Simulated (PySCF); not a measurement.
SMILES c1(F)c(-c2[se]ccc2)c(c(c(c1F)F)F)F (C10H3F5Se), singlet at its GFN2-xTB optimised geometry (Å):

```
19

F     -2.1266    -4.0832     0.0006
C     -1.4436    -2.9382     0.0000
C     -2.1060    -1.7153    -0.0025
F     -3.4406    -1.6822    -0.0063
C     -1.3931    -0.5237    -0.0022
F     -2.1170     0.6026    -0.0105
C      0.0122    -0.4801     0.0022
C      0.7779     0.7460     0.0067
C      0.2977     2.0377     0.0635
C      1.2746     3.0464     0.0481
C      2.5590     2.5978    -0.0233
Se     2.6661     0.7648    -0.0737
C      0.6385    -1.7371     0.0000
F      1.9823    -1.7950    -0.0024
C     -0.0528    -2.9382     0.0000
F      0.6187    -4.0913    -0.0001
H     -0.7468     2.2816     0.1206
H      1.0189     4.0913     0.0898
H      3.4406     3.2124    -0.0471
```

Computed with CAM-B3LYP/def2-SVP in PySCF 2.14.0. Cells within 0.4 Å of a nucleus heavier than hydrogen are left out (blank, or x).

Map of the log10 of the electron density (e/bohr³), floored at −4 on the plane z = 0.0 Å:

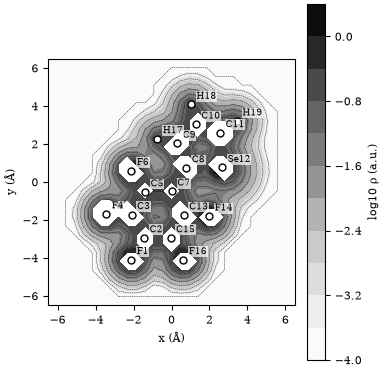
Figure: Log10 of the electron density (e/bohr³), floored at −4 on the plane z = 0.0 Å.
